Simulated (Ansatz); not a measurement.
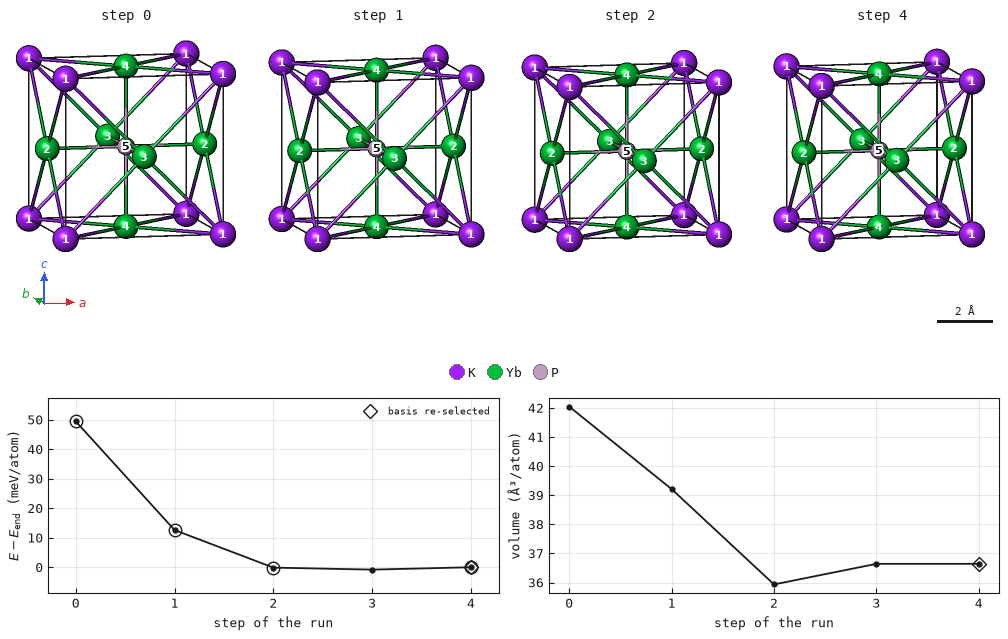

Frames of a relaxation of crystalline KYb₃P (a generated structure, set up in Pm-3m) (coarse preliminary run), marked on the history of the run. Style: ball-and-stick. Shown: the cell of the calculation, slightly off an axis.

Method: Ansatz, DFT PBE, scalar-relativistic, plane waves, PAW. Settings: plane-wave cutoff 420 eV; k-point mesh 4 × 4 × 4; occupations gaussian; smearing width 0.1 eV; no spin polarisation; cell and atoms relaxed; force threshold 0.04 eV/Å; at most 70 steps.

What happens along the run?

Answer. Over 3 accepted moves (4 points after the start) the energy falls by 49.4 meV per atom. All forces vanish by symmetry, so only the cell relaxes. The pressure goes from −2.55 to −0.07 GPa. The SCF was repeated once at an unchanged geometry on a basis and grid sized afresh for the cell, which shifted the energy by 0.8 meV per atom at most. The atoms keep their places relative to the cell (all moves are under 0.005 Å). The drawn cell changes as follows: a = b = c 5.946 → 5.680 Å (−4.5 %); the volume changes by −12.8 %. Some distances before and after: K1–Yb2 4.204 → 4.016 Å, Yb2–P5 2.973 → 2.840 Å. The space group stays Pm-3m (No. 221). The run took 46 s on 1 thread of Arm Neoverse V1 (shared host), peak memory 0.47 GiB. From step 0 to 1: volume −6.7 %, energy −36.8 meV per atom. From step 1 to 2: volume −8.4 %, energy −12.7 meV per atom. From step 2 to 4: volume +2.0 %, energy +0.1 meV per atom.

| step | E − E(0), meV/atom | pressure, GPa | volume, Å³/atom | note |
| --- | --- | --- | --- | --- |
| 0 | 0.00 | -2.55 | 42.045 |  |
| 1 | -36.81 | -1.47 | 39.211 |  |
| 2 | -49.52 | 0.44 | 35.935 |  |
| 3 | -50.20 | -0.04 | 36.643 |  |
| 4 | -49.40 | -0.07 | 36.643 | same geometry, new basis |

Limits of the set-up: 4f states are treated without a Hubbard U.
